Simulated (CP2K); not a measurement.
# PBE/DZVP-MOLOPT-SR-GTH (core potential) run of SiH4O2 (SMILES O[SiH2]O)

What is the energy change on altering one bond length of SiH4O2 at PBE/DZVP-MOLOPT-SR-GTH (core potential)? 

The results are computed with CP2K 2026.2.

5 further runs of the same task are left out: 4 that didn't finish, 1 set aside as unsound or not needed.

## (1) The structure to begin with

The species is SiH4O2 (7 atoms), meant as a singlet with charge 0. As SMILES, `O[SiH2]O`. Geometry: relaxed at PBE0-D4/def2-TZVP. This is one conformer, not always the lowest.

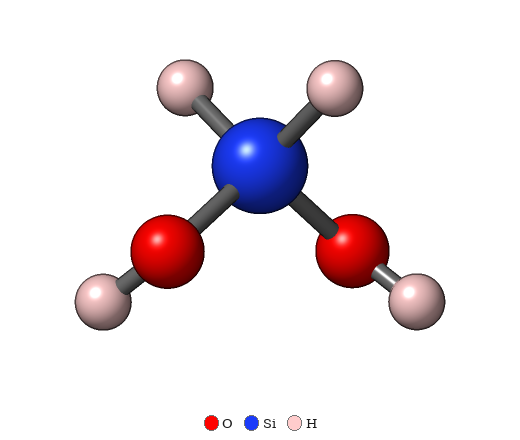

Viewed from a chosen angle; oxygen red, silicon blue, hydrogen pink.

## (2) The energy at PBE/DZVP-MOLOPT-SR-GTH (core potential)

run.inp reads:

```
&FORCE_EVAL
 METHOD Quickstep
 &DFT
  BASIS_SET_FILE_NAME BASIS_MOLOPT
  POTENTIAL_FILE_NAME GTH_POTENTIALS
  ! Quickstep
  &QS
   METHOD GPW
   EPS_DEFAULT 1.0E-10
  &END QS
  &MGRID
   CUTOFF 400
   REL_CUTOFF 50
   NGRIDS 4
  &END MGRID
  ! no periodic images
  &POISSON
   PERIODIC NONE
   POISSON_SOLVER MULTIPOLE
  &END POISSON
  &SCF
   SCF_GUESS ATOMIC
   EPS_SCF 1.0E-06
   MAX_SCF 50
   &OT
    MINIMIZER DIIS
    PRECONDITIONER FULL_SINGLE_INVERSE
   &END OT
   &OUTER_SCF
    EPS_SCF 1.0E-06
    MAX_SCF 8
   &END OUTER_SCF
  &END SCF
  &XC
   &XC_FUNCTIONAL PBE
   &END XC_FUNCTIONAL
  &END XC
  &PRINT
   &MOMENTS
    PERIODIC F
    REFERENCE COM
    MAX_MOMENT 1
   &END MOMENTS
   &MO_CUBES
    NLUMO 1
    NHOMO -1
    WRITE_CUBE F
   &END MO_CUBES
   &HIRSHFELD OFF
   &END HIRSHFELD
  &END PRINT
 &END DFT
 ! structure
 &SUBSYS
  &CELL
   ABC 9.7 9.7 9.6
   PERIODIC NONE
  &END CELL
  &COORD
   UNIT bohr
   O     -2.6175541    -0.4608286    -0.6696811
   Si     0.0971508     0.7978613     0.1497419
   O      2.4075678    -1.2634142     0.3461222
   H     -2.7526885    -1.1632776    -2.3334149
   H      0.9952621     2.6324641    -1.7637948
   H     -0.4333142     1.9820581     2.6297051
   H      2.3035950    -2.5248442     1.6413405
  &END COORD
  &TOPOLOGY
   &CENTER_COORDINATES
   &END CENTER_COORDINATES
  &END TOPOLOGY
  &KIND O
   BASIS_SET DZVP-MOLOPT-SR-GTH-q6
   POTENTIAL GTH-PBE-q6
  &END KIND
  &KIND Si
   BASIS_SET DZVP-MOLOPT-SR-GTH-q4
   POTENTIAL GTH-PBE-q4
  &END KIND
  &KIND H
   BASIS_SET DZVP-MOLOPT-SR-GTH-q1
   POTENTIAL GTH-PBE-q1
  &END KIND
 &END SUBSYS
&END FORCE_EVAL
&GLOBAL
 PROJECT_NAME run
 RUN_TYPE ENERGY
 PRINT_LEVEL MEDIUM
&END GLOBAL
```

Command:

```console
$ OMP_NUM_THREADS=1 cp2k.psmp -i run.inp -o run.out
```

Standard output:

```text
CP2K| version string:                                       CP2K version 2026.2
[...]
 GLOBAL| Method name                                                        CP2K
[...]
 GLOBAL| Run type                                                         ENERGY
[...]
 DFT| Spin restricted Kohn-Sham (RKS) calculation                            RKS
 DFT| Multiplicity                                                             1
[...]
 DFT| Charge                                                                   0
[...]
 FUNCTIONAL| PBE:
 QS| Method:                                                                 GPW
[...]
 QS| Density cutoff [a.u.]:                                                200.0
[...]
 QS| Relative density cutoff [a.u.]:                                        25.0
[...]
                             - Atoms:                                          7
[...]
                             - Spherical basis functions:                     59
[...]
 Number of electrons:                                                         20
[...]
     1 OT DIIS     0.80E-01    2.9     0.15926623       -36.5551450612 -3.66E+01
[...]
    34 OT DIIS     0.80E-01    2.0     0.00000081       -38.4173328502 -6.31E-11
  *** SCF run converged in    34 steps ***
[...]
  Overlap energy of the core charge distribution:               0.00000009665755
  Self energy of the core charge distribution:                -98.95230242161634
  Core Hamiltonian energy:                                     28.21721711438391
  Hartree energy:                                              42.05203344569104
  Exchange-correlation energy:                                 -9.73428108536016
  Total energy:                                               -38.41733285024399
[...]
                     Mulliken Population Analysis
 #  Atom  Element  Kind  Atomic population                           Net charge
       1     O        1          6.373243                             -0.373243
       2     Si       2          3.655266                              0.344734
       3     O        1          6.373773                             -0.373773
       4     H        3          0.850098                              0.149902
       5     H        3          0.948768                              0.051232
       6     H        3          0.948811                              0.051189
       7     H        3          0.850041                              0.149959
 # Total charge                             20.000000                 -0.000000
[...]
  Dipole moment [Debye]
    X= -0.1086353E+00 Y= -0.8878558E+00 Z= -0.1652925E+00  Total=      0.9096215
[...]
 HOMO - LUMO gap [eV] :    7.803802
 ENERGY| Total FORCE_EVAL ( QS ) energy [hartree]            -38.417332850243994
[...]
```

It took 85 s on 1 thread of Intel Xeon at 2.70GHz, shared host; peak memory 0.78 GiB.

## (3) The distorted shape at the same level

molecule.xyz reads:

```xyz
7

O     -3.109044    -1.043154    -0.874731
Si     0.051410     0.422210     0.079240
O      1.274030    -0.668570     0.183160
H     -3.180554    -1.414874    -1.755141
H      0.526670     1.393040    -0.933360
H     -0.229300     1.048860     1.391580
H      1.219010    -1.336090     0.868560
```

mol.inp reads:

```
&GLOBAL
    PROJECT_NAME mol
    RUN_TYPE ENERGY
    PRINT_LEVEL MEDIUM
&END GLOBAL

&FORCE_EVAL
    METHOD QS
    &DFT
        BASIS_SET_FILE_NAME BASIS_MOLOPT
        POTENTIAL_FILE_NAME GTH_POTENTIALS
        CHARGE 0
        MULTIPLICITY 1
        &QS
            METHOD GPW
            EPS_DEFAULT 1.0E-10
        &END QS
        &MGRID
            CUTOFF 400
            REL_CUTOFF 50
            NGRIDS 4
        &END MGRID
        &POISSON
            PERIODIC NONE
            POISSON_SOLVER MULTIPOLE
        &END POISSON
        &SCF
            SCF_GUESS ATOMIC
            EPS_SCF 1.0E-06
            MAX_SCF 30
            &OT ON
                MINIMIZER DIIS
                PRECONDITIONER FULL_SINGLE_INVERSE
            &END OT
            &OUTER_SCF
                EPS_SCF 1.0E-06
                MAX_SCF 5
            &END OUTER_SCF
        &END SCF
        &XC
            &XC_FUNCTIONAL PBE
            &END XC_FUNCTIONAL
        &END XC
        &PRINT
            &MOMENTS
                PERIODIC F
                REFERENCE COM
                MAX_MOMENT 1
            &END MOMENTS
            &MO_CUBES
                NLUMO 1
                NHOMO -1
                WRITE_CUBE F
            &END MO_CUBES
            &HIRSHFELD OFF
            &END HIRSHFELD
        &END PRINT
    &END DFT
    &SUBSYS
        &CELL
            ABC [angstrom] 11.5 9.8 10.1
            PERIODIC NONE
        &END CELL
        &TOPOLOGY
            COORD_FILE_NAME molecule.xyz
            COORD_FILE_FORMAT XYZ
            &CENTER_COORDINATES
            &END CENTER_COORDINATES
        &END TOPOLOGY
        &KIND O
            BASIS_SET DZVP-MOLOPT-SR-GTH-q6
            POTENTIAL GTH-PBE-q6
        &END KIND
        &KIND Si
            BASIS_SET DZVP-MOLOPT-SR-GTH-q4
            POTENTIAL GTH-PBE-q4
        &END KIND
        &KIND H
            BASIS_SET DZVP-MOLOPT-SR-GTH-q1
            POTENTIAL GTH-PBE-q1
        &END KIND
    &END SUBSYS
&END FORCE_EVAL
```

Command:

```console
$ OMP_NUM_THREADS=1 cp2k.psmp -i mol.inp > mol.out 2>&1
```

Standard output:

```text
CP2K| version string:                                       CP2K version 2026.2
[...]
 GLOBAL| Method name                                                        CP2K
[...]
 GLOBAL| Run type                                                         ENERGY
[...]
 DFT| Spin restricted Kohn-Sham (RKS) calculation                            RKS
 DFT| Multiplicity                                                             1
[...]
 DFT| Charge                                                                   0
[...]
 FUNCTIONAL| PBE:
 QS| Method:                                                                 GPW
[...]
 QS| Density cutoff [a.u.]:                                                200.0
[...]
 QS| Relative density cutoff [a.u.]:                                        25.0
[...]
                             - Atoms:                                          7
[...]
                             - Spherical basis functions:                     59
[...]
 Number of electrons:                                                         20
[...]
     1 OT DIIS     0.80E-01    6.9     0.18147181       -36.6304544930 -3.66E+01
[...]
    16 OT DIIS     0.80E-01    6.7     0.00000082       -38.2233040961 -1.17E-10
  *** SCF run converged in    16 steps ***
[...]
  Overlap energy of the core charge distribution:               0.00000009113958
  Self energy of the core charge distribution:                -98.95230242161634
  Core Hamiltonian energy:                                     27.72245085074200
  Hartree energy:                                              42.52628836334029
  Exchange-correlation energy:                                 -9.51974097968915
  Total energy:                                               -38.22330409608362
[...]
                     Mulliken Population Analysis
 #  Atom  Element  Kind  Atomic population                           Net charge
       1     O        1          6.429657                             -0.429657
       2     Si       2          3.648247                              0.351753
       3     O        1          6.304401                             -0.304401
       4     H        3          0.921583                              0.078417
       5     H        3          0.930690                              0.069310
       6     H        3          0.934505                              0.065495
       7     H        3          0.830917                              0.169083
 # Total charge                             20.000000                 -0.000000
[...]
  Dipole moment [Debye]
    X=  0.4447882E+01 Y=  0.1107598E+01 Z=  0.1579818E+01  Total=      4.8483245
[...]
 HOMO - LUMO gap [eV] :    0.029835
 ENERGY| Total FORCE_EVAL ( QS ) energy [hartree]            -38.223304096083616
[...]
```

Run time: 5 min. Hardware: 1 thread of Intel Xeon at 2.70GHz, shared host; peak memory 0.92 GiB.

## (4) What came out

At PBE/DZVP-MOLOPT-SR-GTH (core potential):

```
                                                          quantity         value
                                         first shape: total energy  -38.41733 Eh
                                        first shape: dipole moment        0.91 D
                                          first shape: HOMO energy      -7.39 eV
                                          first shape: LUMO energy       0.41 eV
                                        first shape: HOMO–LUMO gap       7.80 eV
                                     distorted shape: total energy  -38.22330 Eh
                                    distorted shape: dipole moment        4.85 D
                                      distorted shape: HOMO energy      -4.79 eV
                                      distorted shape: LUMO energy      -4.76 eV
                                    distorted shape: HOMO–LUMO gap       0.03 eV
energy change with the O1–Si2 bond stretched from 1.642 to 3.612 Å      5.280 eV
```

One bond (distorted shape) is far stretched, which a spin-restricted single reference describes badly; a broken-symmetry solution may lie lower. With the O1–Si2 bond stretched from 1.642 to 3.612 Å the energy rises by 5.28 eV (509 kJ/mol). The first shape isn't relaxed at this level, so the change isn't measured from a minimum. A restricted reference can't describe the breaking bond well at this length.
